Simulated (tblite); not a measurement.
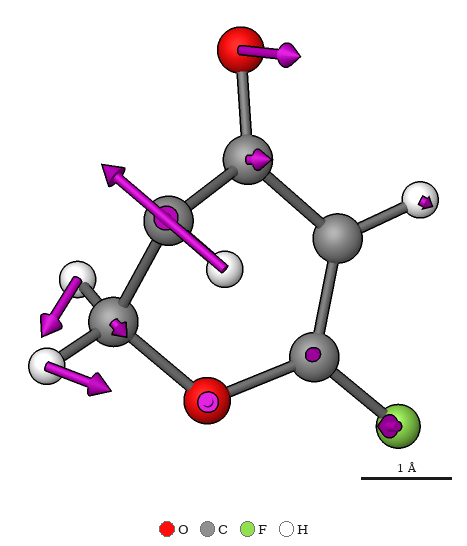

A relaxation of C₅H₄FO₂ (multiplicity 2). The starting structure is drawn; purple arrows show the displacements, at their true length. The two geometries are superimposed by the best rigid fit.

The picture is a ball-and-stick view, seen at a tilt.

All numbers below come from tblite, GFN2-xTB geometry optimisation, gas phase. 

What did the optimiser do to the structure, and how much energy did it gain?

The atom that moves furthest after the best rigid fit is an H atom (1.90 Å). Largest moves by element: H 1.90 Å, O 1.00 Å, C 0.43 Å, F 0.38 Å. Some distances before and after: C–C 1.507 → 1.426 Å, C–C 1.537 → 1.472 Å, C–O 1.384 → 1.330 Å, C–H 1.125 → 1.078 Å. Among the angles between lasting bonds that change: C–C–C 101.0° → 123.8°, O–C–F 124.1° → 109.6°, C–C–H 104.2° → 117.1°. After 72 geometry steps the energy has fallen by 171.6 kJ/mol. The run took 0.28 s on 1 thread of Arm Neoverse V2 (shared host).
